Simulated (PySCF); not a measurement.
**C₄H₇NSi: NMR shifts at several levels of theory, part 1 of 2**

How much do the NMR shifts of C₄H₇NSi (`N#CC1C[SiH2]C1`) depend on the level of theory, and what does each level cost?

The runs use PySCF 2.14.0, with density-fitted response routines of our own; the level of theory stands in each step. All values are computed, except where a source is named. Atoms count from 0, in the outputs and in this text.

## 1. The starting structure

13 atoms, charge 0, multiplicity 1; geometry from: GFN2-xTB. The atoms were then displaced at random by about 0.01 Å, so the start is not that level's minimum.

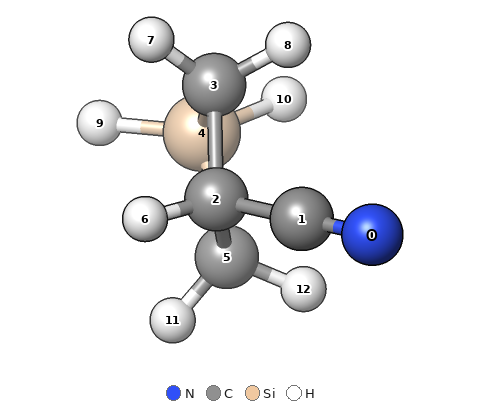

The starting geometry (nitrogen blue, carbon grey, silicon light orange, hydrogen white), atoms numbered; sticks join atoms by distance.

## 2. Geometry optimisation at PBE0-D3(BJ)/def2-SVP

What the job is given:

```
{"job": {"xc": "PBE0", "basis": "def2-SVP", "d3": "d3bj", "grid": 1, "shake": 0.01, "kind": "geom"}, "charge": 0, "multiplicity": 1}
N     -2.536850    -0.422930     1.726710
C     -1.826610    -0.302480     0.849440
C     -0.877160    -0.166500    -0.210160
C     -0.061330     1.187510    -0.151420
Si     1.584550     0.271850    -0.272790
C      0.326870    -1.146160    -0.058760
H     -1.357050    -0.295960    -1.159250
H     -0.362190     1.873510    -0.950580
H     -0.264590     1.706230     0.815860
H      2.223920     0.342740    -1.565540
H      2.519990     0.492990     0.840360
H      0.323970    -1.946230    -0.790310
H      0.312300    -1.611440     0.916110
```

Run with:

```console
OMP_NUM_THREADS=1 python probes_run.py task.json out
```

This one command runs all jobs of the session in turn.

Log:

```text
step   0  E = -500.22492087  max force = 0.047586
step   1  E = -500.23209786  max force = 0.005433
step   2  E = -500.23235262  max force = 0.001173
step   3  E = -500.23255419  max force = 0.003381
step   4  E = -500.23269345  max force = 0.003436
step   5  E = -500.23291246  max force = 0.002230
step   6  E = -500.23317315  max force = 0.002162
step   7  E = -500.23336970  max force = 0.002529
step   8  E = -500.23351275  max force = 0.001998
step   9  E = -500.23355384  max force = 0.000800
step  10  E = -500.23356228  max force = 0.000440
optimisation converged
```

Wall time 1.8 min (1 thread of Arm Neoverse N1, shared host); peak memory 0.49 GiB.

Step by step:

| step | energy from step 0 (eV) | largest force component (eV/Å) |
| --- | --- | --- |
| 0 | 0.0000 | 2.4470 |
| 1 | -0.1953 | 0.2794 |
| 2 | -0.2022 | 0.0603 |
| 3 | -0.2077 | 0.1739 |
| 4 | -0.2115 | 0.1767 |
| 5 | -0.2175 | 0.1147 |
| 6 | -0.2246 | 0.1112 |
| 7 | -0.2299 | 0.1300 |
| 8 | -0.2338 | 0.1027 |
| 9 | -0.2349 | 0.0411 |
| 10 | -0.2351 | 0.0226 |

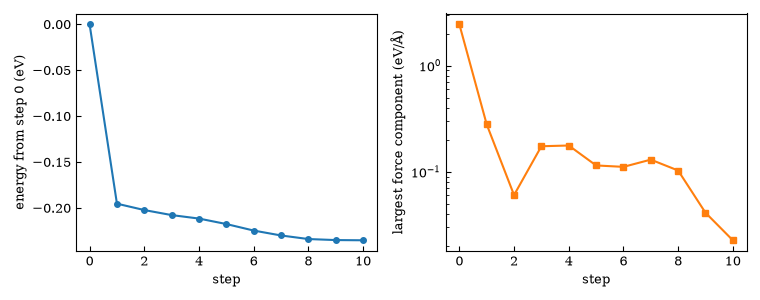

Energy and largest force along the relaxation.

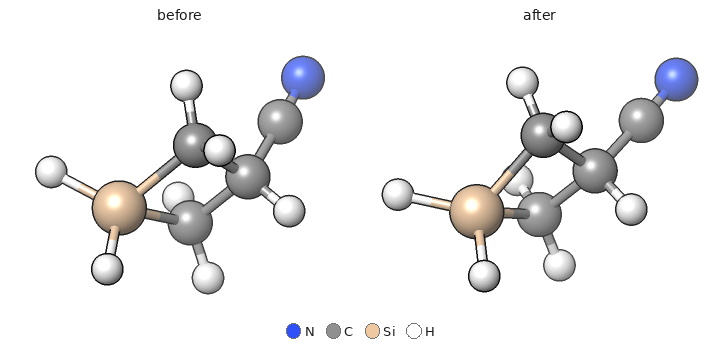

The geometry before (left) and after (right).

Distances of close pairs at the start and the end, largest changes first:

| bond | before (Å) | after (Å) | change (Å) |
| --- | --- | --- | --- |
| Si4–H9 | 1.444 | 1.494 | +0.050 |
| C2–H6 | 1.071 | 1.103 | +0.032 |
| C1–C2 | 1.429 | 1.458 | +0.029 |
| N0–C1 | 1.135 | 1.158 | +0.023 |
| C2–C3 | 1.582 | 1.559 | -0.023 |
| Si4–H10 | 1.471 | 1.493 | +0.022 |
| C5–H12 | 1.080 | 1.102 | +0.021 |
| C3–H8 | 1.116 | 1.101 | -0.015 |

The final coordinates are the input of the step that follows.

| at the end point | value |
| --- | --- |
| point group (found at 0.08 Å tolerance) | Cs |
| rotational constants (GHz, main isotopes) | 8.367, 1.708, 1.527 |
| dipole moment (D) | 3.83 |

## 3. Shielding tensors: PBE0/6-31G*

What the job is given:

```
{"job": {"kind": "nmr", "xc": "PBE0", "basis": "6-31G*", "pop": true}, "charge": 0, "multiplicity": 1}
N     -2.866804    -0.293575     1.389837
C     -1.970381    -0.169329     0.666918
C     -0.811841    -0.011266    -0.204653
C     -0.032756     1.330606    -0.053108
Si     1.533682     0.349586    -0.495206
C      0.340583    -1.036330     0.018390
H     -1.171090    -0.098111    -1.243784
H     -0.402198     2.164918    -0.663641
H     -0.010406     1.645871     1.001982
H      1.853846     0.361441    -1.954237
H      2.784115     0.566699     0.290274
H      0.248909    -1.985571    -0.525610
H      0.451889    -1.256279     1.092153
```

Level: GIAO PBE0/6-31G* NMR shielding, non-relativistic, gas phase.

Log:

```text
coarse grid: 11376 points
cycle   1  E = -500.4447999301  dE =  6.199e-01  |g| = 4.794e-01  |ddm| = 3.470e+00
cycle   2  E = -500.3162454787  dE =  1.286e-01  |g| = 9.024e-01  |ddm| = 1.262e+00
cycle   3  E = -500.4983083378  dE = -1.821e-01  |g| = 1.608e-01  |ddm| = 8.369e-01
cycle   4  E = -500.5043107508  dE = -6.002e-03  |g| = 4.335e-02  |ddm| = 1.734e-01
cycle   5  E = -500.5047681632  dE = -4.574e-04  |g| = 8.804e-03  |ddm| = 5.381e-02
cycle   6  E = -500.5047892768  dE = -2.111e-05  |g| = 1.172e-03  |ddm| = 1.086e-02
cycle   7  E = -500.5047896673  dE = -3.905e-07  |g| = 3.216e-04  |ddm| = 1.902e-03
final grid: 105360 points
cycle   8  E = -500.4468363011  dE = -1.862e-05  |g| = 6.318e-03  |ddm| = 1.900e-02
cycle   9  E = -500.4468309162  dE =  5.385e-06  |g| = 7.782e-03  |ddm| = 1.447e-02
cycle  10  E = -500.4468472339  dE = -1.632e-05  |g| = 1.073e-03  |ddm| = 8.241e-03
cycle  11  E = -500.4468474554  dE = -2.215e-07  |g| = 4.916e-04  |ddm| = 1.319e-03
cycle  12  E = -500.4468475075  dE = -5.210e-08  |g| = 6.845e-05  |ddm| = 3.933e-04
cycle  13  E = -500.4468475087  dE = -1.196e-09  |g| = 1.513e-05  |ddm| = 8.609e-05
cycle  14  E = -500.4468475088  dE = -7.276e-11  |g| = 3.222e-06  |ddm| = 3.004e-05
converged SCF energy = -500.4468475088

GIAO shielding tensors (ppm)
atom      isotropic    diamagn.    paramagn.     s11        s22        s33       span
  0 N        3.198     342.394    -339.196   -139.125   -132.600    281.321    420.446
  1 C       82.119     254.900    -172.781    -25.332    -23.476    295.165    320.497
  2 C      170.739     249.967     -79.228    152.655    177.561    182.002     29.347
  3 C      178.305     249.820     -71.515    157.469    175.746    201.701     44.232
  4 Si     424.758     881.417    -456.659    395.027    421.788    457.459     62.432
  5 C      178.157     249.470     -71.313    157.232    175.793    201.446     44.214
  6 H       29.061      29.393      -0.332     25.822     28.232     33.130      7.308
  7 H       30.504      29.045       1.459     26.697     27.360     37.453     10.756
  8 H       30.242      30.128       0.113     27.531     28.537     34.656      7.125
  9 H       27.021      29.116      -2.095     24.670     24.916     31.479      6.809
 10 H       27.025      28.849      -1.824     24.258     24.295     32.521      8.262
 11 H       30.505      29.274       1.231     26.684     27.361     37.470     10.786
 12 H       30.239      30.339      -0.100     27.558     28.550     34.609      7.051
```

Run time: 17 s. Hardware: 1 thread of Arm Neoverse N1, shared host; peak memory 0.58 GiB.

Shifts follow as δ = σ(reference) − σ, with reference shieldings (ppm) from runs at the same level and on the same kind of geometry: ¹H TMS 31.96, ¹³C TMS 194.1, ²⁹Si TMS 418.1, ¹⁵N NH3 259.4. The references are single molecules in the gas phase, so shifts against H2O, NH3, PH3, H3PO4 or CFCl3 are not on the usual liquid scales and can be off by tens of ppm. Atoms listed in one row are averaged.

| atoms | environment | σ (ppm) | δ (ppm) |
| --- | --- | --- | --- |
| C1 | nitrile carbon | 82.1 | 112.0 |
| C2 | sp3 CH α to a nitrile | 170.7 | 23.4 |
| C3, C5 | sp3 CH2 bonded to Si | 178.2 | 15.9 |
| H9 | hydrogen on a silicon bonded to 2 C, in a 4-membered ring | 27.02 | 4.94 |
| H10 | hydrogen on a silicon bonded to 2 C, in a 4-membered ring | 27.02 | 4.94 |
| H6 | hydrogen on an sp3 CH α to a nitrile | 29.06 | 2.90 |
| H8, H12 | hydrogen on an sp3 CH2 bonded to Si | 30.24 | 1.72 |
| H7, H11 | hydrogen on an sp3 CH2 bonded to Si | 30.50 | 1.46 |
| N0 | nitrile nitrogen | 3.2 | 256.2 |
| Si4 | silicon bonded to 2 C, 2 H, in a 4-membered ring | 424.8 | -6.7 |

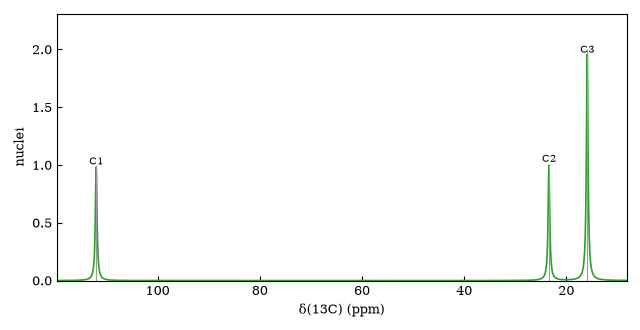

¹³C lines at the computed shifts, without couplings. Lines are broadened to a width of 0.38 ppm (Lorentzian).

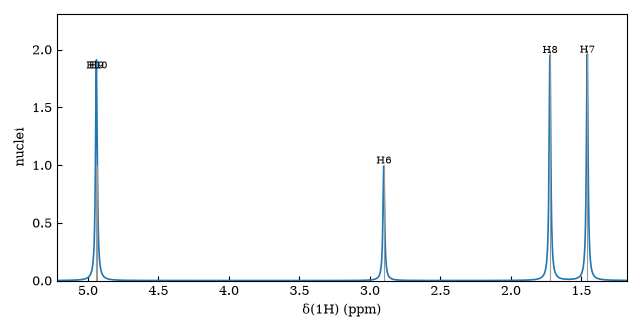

¹H lines at the computed shifts, without couplings. Lines are broadened to a width of 0.01 ppm (Lorentzian).

The run also stored atomic charges by several schemes (e):

| atoms | Mulliken | IAO | Hirshfeld | ESP fit |
| --- | --- | --- | --- | --- |
| N0 | -0.36 | -0.25 | -0.24 | -0.41 |
| C1 | 0.25 | 0.13 | 0.07 | 0.17 |
| C2 | -0.27 | -0.14 | 0.02 | 0.33 |
| C3, C5 | -0.53 | -0.53 | -0.14 | -0.50 |
| Si4 | 0.49 | 0.73 | 0.31 | 0.44 |

Mulliken charges:

N0 -0.36; C1 0.25; C2 -0.27; C3 -0.53; Si4 0.49; C5 -0.53; H6 0.23; H7 0.21; H8 0.21; H9 -0.06; H10 -0.06; H11 0.21; H12 0.21

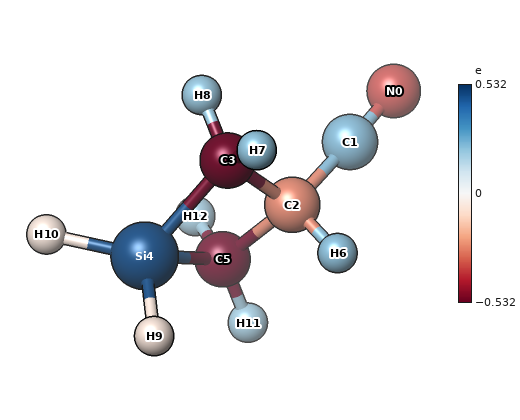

Mulliken charges, as colours on the atoms.

Mayer bond orders: N0–C1 2.96, C1–C2 1.01, C2–C3 0.94, C3–Si4 0.94, Si4–C5 0.94, C5–C2 0.94.

Ring of atoms C2, C3, Si4, C5: NICS(0) -3.0, NICS(1) -2.2, NICS(1)zz 3.4 ppm (means of both faces).

## 4. NMR shieldings: PBE0/6-311+G(2d,p)

Settings changed since step 3:

```diff
@@ -1,2 +1,2 @@
-{"job": {"kind": "nmr", "xc": "PBE0", "basis": "6-31G*", "pop": true}, "charge": 0, "multiplicity": 1}
+{"job": {"kind": "nmr", "xc": "PBE0", "basis": "6-311+G(2d,p)", "pop": true}, "charge": 0, "multiplicity": 1}
 N     -2.866804    -0.293575     1.389837
```

Method: GIAO PBE0/6-311+G(2d,p) NMR shielding, non-relativistic, gas phase.

Log:

```text
coarse grid: 11376 points
cycle   1  E = -500.4793706540  dE =  6.012e-01  |g| = 4.990e-01  |ddm| = 4.049e+00
cycle   2  E = -500.3439673987  dE =  1.354e-01  |g| = 9.364e-01  |ddm| = 1.550e+00
cycle   3  E = -500.5326871091  dE = -1.887e-01  |g| = 1.737e-01  |ddm| = 8.388e-01
cycle   4  E = -500.5389476022  dE = -6.260e-03  |g| = 5.386e-02  |ddm| = 2.419e-01
cycle   5  E = -500.5396369176  dE = -6.893e-04  |g| = 1.085e-02  |ddm| = 8.106e-02
cycle   6  E = -500.5396642982  dE = -2.738e-05  |g| = 1.829e-03  |ddm| = 2.036e-02
cycle   7  E = -500.5396651644  dE = -8.662e-07  |g| = 4.527e-04  |ddm| = 3.561e-03
final grid: 105360 points
cycle   8  E = -500.5362678824  dE = -3.916e-05  |g| = 6.007e-03  |ddm| = 1.592e-01
cycle   9  E = -500.5362628232  dE =  5.059e-06  |g| = 7.395e-03  |ddm| = 2.140e-02
cycle  10  E = -500.5362768631  dE = -1.404e-05  |g| = 8.568e-04  |ddm| = 1.185e-02
cycle  11  E = -500.5362769768  dE = -1.136e-07  |g| = 5.283e-04  |ddm| = 1.435e-03
cycle  12  E = -500.5362770322  dE = -5.546e-08  |g| = 1.319e-04  |ddm| = 4.509e-04
cycle  13  E = -500.5362770361  dE = -3.889e-09  |g| = 2.349e-05  |ddm| = 1.599e-04
cycle  14  E = -500.5362770363  dE = -1.532e-10  |g| = 2.754e-06  |ddm| = 4.832e-05
converged SCF energy = -500.5362770363

GIAO shielding tensors (ppm)
atom      isotropic    diamagn.    paramagn.     s11        s22        s33       span
  0 N      -23.196     323.620    -346.816   -175.683   -169.364    275.458    451.141
  1 C       59.882     275.934    -216.051    -58.718    -57.415    295.780    354.498
  2 C      161.970     229.582     -67.612    144.022    169.081    172.808     28.786
  3 C      168.818     244.408     -75.590    146.732    165.095    194.627     47.894
  4 Si     376.341     878.078    -501.737    345.149    372.621    411.254     66.105
  5 C      168.638     244.814     -76.175    146.483    165.102    194.330     47.846
  6 H       28.463      27.465       0.998     25.328     27.791     32.270      6.942
  7 H       29.991      28.927       1.064     26.383     26.927     36.664     10.281
  8 H       29.790      29.943      -0.153     27.327     28.211     33.833      6.507
  9 H       26.571      28.442      -1.872     24.224     24.647     30.840      6.616
 10 H       26.520      28.259      -1.738     23.680     23.930     31.951      8.271
 11 H       29.994      29.230       0.764     26.374     26.927     36.680     10.305
 12 H       29.789      30.292      -0.502     27.356     28.223     33.789      6.432
```

It took 45 s on 1 thread of Arm Neoverse N1, shared host; peak memory 0.97 GiB.

This run: δ C1 126.6, C2 24.5, C3 17.7, N0 285.1, H10 4.99, H9 4.94 ppm (means over like atoms).

## 5. Shielding tensors: PBE0/def2-SVP

Settings changed since step 4:

```diff
@@ -1,2 +1,2 @@
-{"job": {"kind": "nmr", "xc": "PBE0", "basis": "6-311+G(2d,p)", "pop": true}, "charge": 0, "multiplicity": 1}
+{"job": {"kind": "nmr", "xc": "PBE0", "basis": "def2-SVP", "pop": true}, "charge": 0, "multiplicity": 1}
 N     -2.866804    -0.293575     1.389837
```

With the program's defaults for keys left out, this is: GIAO PBE0/def2-SVP NMR shielding, non-relativistic, gas phase.

Log:

```text
coarse grid: 11376 points
cycle   1  E = -500.0998739879  dE =  5.734e-01  |g| = 4.707e-01  |ddm| = 3.817e+00
cycle   2  E = -499.9624863902  dE =  1.374e-01  |g| = 9.195e-01  |ddm| = 1.214e+00
cycle   3  E = -500.1522285080  dE = -1.897e-01  |g| = 1.459e-01  |ddm| = 7.903e-01
cycle   4  E = -500.1571838352  dE = -4.955e-03  |g| = 4.252e-02  |ddm| = 1.776e-01
cycle   5  E = -500.1576277831  dE = -4.439e-04  |g| = 8.811e-03  |ddm| = 5.999e-02
cycle   6  E = -500.1576489207  dE = -2.114e-05  |g| = 1.214e-03  |ddm| = 1.299e-02
cycle   7  E = -500.1576493269  dE = -4.062e-07  |g| = 3.470e-04  |ddm| = 2.357e-03
final grid: 105360 points
cycle   8  E = -500.2230078155  dE = -1.654e-05  |g| = 5.884e-03  |ddm| = 2.855e-02
cycle   9  E = -500.2230024601  dE =  5.355e-06  |g| = 7.381e-03  |ddm| = 1.476e-02
cycle  10  E = -500.2230172421  dE = -1.478e-05  |g| = 6.916e-04  |ddm| = 8.833e-03
cycle  11  E = -500.2230173285  dE = -8.639e-08  |g| = 3.947e-04  |ddm| = 1.039e-03
cycle  12  E = -500.2230173617  dE = -3.320e-08  |g| = 6.802e-05  |ddm| = 3.100e-04
cycle  13  E = -500.2230173628  dE = -1.117e-09  |g| = 1.279e-05  |ddm| = 9.083e-05
cycle  14  E = -500.2230173628  dE = -4.877e-11  |g| = 2.631e-06  |ddm| = 3.074e-05
converged SCF energy = -500.2230173628

GIAO shielding tensors (ppm)
atom      isotropic    diamagn.    paramagn.     s11        s22        s33       span
  0 N       -6.995     328.214    -335.209   -153.193   -148.141    280.349    433.541
  1 C       77.235     269.447    -192.213    -32.178    -30.919    294.801    326.980
  2 C      172.167     254.736     -82.570    152.886    179.495    184.118     31.232
  3 C      178.873     248.290     -69.417    158.738    175.605    202.275     43.536
  4 Si     439.936     881.053    -441.117    410.143    436.640    473.025     62.882
  5 C      178.707     248.013     -69.307    158.479    175.631    202.010     43.531
  6 H       28.798      30.099      -1.302     25.362     27.933     33.098      7.736
  7 H       30.094      29.783       0.311     26.306     26.885     37.091     10.785
  8 H       29.855      31.013      -1.158     27.192     28.056     34.317      7.124
  9 H       26.675      29.092      -2.417     24.267     24.659     31.099      6.832
 10 H       26.624      28.793      -2.169     23.694     23.929     32.248      8.554
 11 H       30.096      30.154      -0.059     26.295     26.882     37.110     10.815
 12 H       29.854      31.256      -1.402     27.221     28.070     34.272      7.051
```

Run time: 20 s. Hardware: 1 thread of Arm Neoverse N1, shared host; peak memory 0.65 GiB.

In short: δ C1 116.5, C2 21.6, C3 14.9, N0 276.8, H10 4.72, H9 4.67 ppm (means over like atoms).

## 6. Nuclear shieldings: PBE0/def2-TZVP

Settings changed since step 5:

```diff
@@ -1,2 +1,2 @@
-{"job": {"kind": "nmr", "xc": "PBE0", "basis": "def2-SVP", "pop": true}, "charge": 0, "multiplicity": 1}
+{"job": {"kind": "nmr", "xc": "PBE0", "basis": "def2-TZVP", "pop": true}, "charge": 0, "multiplicity": 1}
 N     -2.866804    -0.293575     1.389837
```

Method: GIAO PBE0/def2-TZVP NMR shielding, non-relativistic, gas phase.

Log:

```text
coarse grid: 11376 points
cycle   1  E = -500.5041980552  dE =  5.969e-01  |g| = 5.002e-01  |ddm| = 2.780e+00
cycle   2  E = -500.3709477442  dE =  1.333e-01  |g| = 9.336e-01  |ddm| = 1.796e+00
cycle   3  E = -500.5581802837  dE = -1.872e-01  |g| = 1.743e-01  |ddm| = 1.305e+00
cycle   4  E = -500.5645052441  dE = -6.325e-03  |g| = 5.488e-02  |ddm| = 1.448e-01
cycle   5  E = -500.5652164980  dE = -7.113e-04  |g| = 1.134e-02  |ddm| = 6.109e-02
cycle   6  E = -500.5652469648  dE = -3.047e-05  |g| = 1.699e-03  |ddm| = 1.267e-02
cycle   7  E = -500.5652477161  dE = -7.513e-07  |g| = 4.717e-04  |ddm| = 2.642e-03
final grid: 105360 points
cycle   8  E = -500.5542467305  dE = -4.474e-05  |g| = 6.410e-03  |ddm| = 7.912e-02
cycle   9  E = -500.5542410847  dE =  5.646e-06  |g| = 7.796e-03  |ddm| = 1.371e-02
cycle  10  E = -500.5542565740  dE = -1.549e-05  |g| = 1.017e-03  |ddm| = 6.533e-03
cycle  11  E = -500.5542567354  dE = -1.614e-07  |g| = 6.211e-04  |ddm| = 1.649e-03
cycle  12  E = -500.5542568120  dE = -7.662e-08  |g| = 1.456e-04  |ddm| = 5.725e-04
cycle  13  E = -500.5542568168  dE = -4.785e-09  |g| = 2.392e-05  |ddm| = 1.187e-04
cycle  14  E = -500.5542568170  dE = -1.656e-10  |g| = 3.357e-06  |ddm| = 3.307e-05
converged SCF energy = -500.5542568170

GIAO shielding tensors (ppm)
atom      isotropic    diamagn.    paramagn.     s11        s22        s33       span
  0 N      -25.888     331.109    -356.996   -179.834   -172.913    275.083    454.917
  1 C       59.584     263.482    -203.899    -59.224    -57.812    295.787    355.011
  2 C      161.499     238.681     -77.182    143.858    168.490    172.150     28.292
  3 C      168.874     245.769     -76.895    146.639    165.007    194.977     48.338
  4 Si     364.549     877.434    -512.884    333.835    360.382    399.430     65.595
  5 C      168.690     245.773     -77.083    146.388    165.007    194.675     48.287
  6 H       28.466      29.746      -1.280     25.416     27.720     32.263      6.847
  7 H       29.986      29.039       0.947     26.383     26.927     36.649     10.266
  8 H       29.786      29.977      -0.191     27.304     28.211     33.843      6.539
  9 H       26.507      28.946      -2.439     24.158     24.570     30.793      6.636
 10 H       26.450      28.725      -2.275     23.661     23.824     31.866      8.205
 11 H       29.988      29.293       0.695     26.375     26.924     36.665     10.290
 12 H       29.785      30.252      -0.467     27.332     28.225     33.799      6.468
```

Run time: 55 s. Hardware: 1 thread of Arm Neoverse N1, shared host; peak memory 0.97 GiB.

This run: δ C1 127.1, C2 25.2, C3 17.9, N0 291.8, H10 5.03, H9 4.97 ppm (means over like atoms).

## 7. NMR shieldings: PBE0/cc-pVDZ

Settings changed since step 6:

```diff
@@ -1,2 +1,2 @@
-{"job": {"kind": "nmr", "xc": "PBE0", "basis": "def2-TZVP", "pop": true}, "charge": 0, "multiplicity": 1}
+{"job": {"kind": "nmr", "xc": "PBE0", "basis": "cc-pVDZ", "pop": true}, "charge": 0, "multiplicity": 1}
 N     -2.866804    -0.293575     1.389837
```

Level: GIAO PBE0/cc-pVDZ NMR shielding, non-relativistic, gas phase.

Log:

```text
coarse grid: 11376 points
cycle   1  E = -500.4038359550  dE =  6.534e-01  |g| = 4.736e-01  |ddm| = 6.615e+00
cycle   2  E = -500.2680354947  dE =  1.358e-01  |g| = 9.175e-01  |ddm| = 1.924e+00
cycle   3  E = -500.4566064555  dE = -1.886e-01  |g| = 1.514e-01  |ddm| = 1.230e+00
cycle   4  E = -500.4619364639  dE = -5.330e-03  |g| = 4.279e-02  |ddm| = 2.757e-01
cycle   5  E = -500.4623855957  dE = -4.491e-04  |g| = 9.087e-03  |ddm| = 7.528e-02
cycle   6  E = -500.4624082419  dE = -2.265e-05  |g| = 1.283e-03  |ddm| = 2.020e-02
cycle   7  E = -500.4624087173  dE = -4.754e-07  |g| = 3.558e-04  |ddm| = 3.440e-03
final grid: 105360 points
cycle   8  E = -500.4779168444  dE = -1.691e-05  |g| = 6.430e-03  |ddm| = 5.129e-02
cycle   9  E = -500.4779098365  dE =  7.008e-06  |g| = 8.207e-03  |ddm| = 2.584e-02
cycle  10  E = -500.4779279354  dE = -1.810e-05  |g| = 1.359e-03  |ddm| = 1.441e-02
cycle  11  E = -500.4779283090  dE = -3.736e-07  |g| = 4.954e-04  |ddm| = 2.155e-03
cycle  12  E = -500.4779283629  dE = -5.382e-08  |g| = 5.973e-05  |ddm| = 6.586e-04
cycle  13  E = -500.4779283638  dE = -9.354e-10  |g| = 1.597e-05  |ddm| = 1.378e-04
converged SCF energy = -500.4779283638

GIAO shielding tensors (ppm)
atom      isotropic    diamagn.    paramagn.     s11        s22        s33       span
  0 N       -1.964     341.947    -343.910   -146.042   -139.759    279.910    425.952
  1 C       79.664     260.909    -181.245    -28.872    -27.703    295.567    324.439
  2 C      170.180     247.307     -77.127    150.078    177.487    182.974     32.896
  3 C      179.587     245.763     -66.176    158.249    175.841    204.672     46.423
  4 Si     444.131     883.171    -439.040    417.144    436.305    478.943     61.799
  5 C      179.419     245.510     -66.091    158.031    175.816    204.410     46.379
  6 H       28.539      29.754      -1.215     25.406     27.765     32.447      7.041
  7 H       29.887      29.147       0.740     26.252     26.723     36.686     10.434
  8 H       29.611      30.143      -0.532     27.030     27.917     33.886      6.856
  9 H       26.693      29.325      -2.632     24.197     24.682     31.200      7.003
 10 H       26.580      29.016      -2.435     23.572     23.889     32.280      8.708
 11 H       29.890      29.517       0.372     26.241     26.724     36.704     10.463
 12 H       29.609      30.419      -0.811     27.056     27.929     33.842      6.786
```

It took 20 s on 1 thread of Arm Neoverse N1, shared host; peak memory 0.7 GiB.

Key values: δ C1 117.1, C2 26.6, C3 17.3, N0 275.1, H10 4.71, H9 4.60 ppm (means over like atoms).

(Continued in part 2 of 2.)
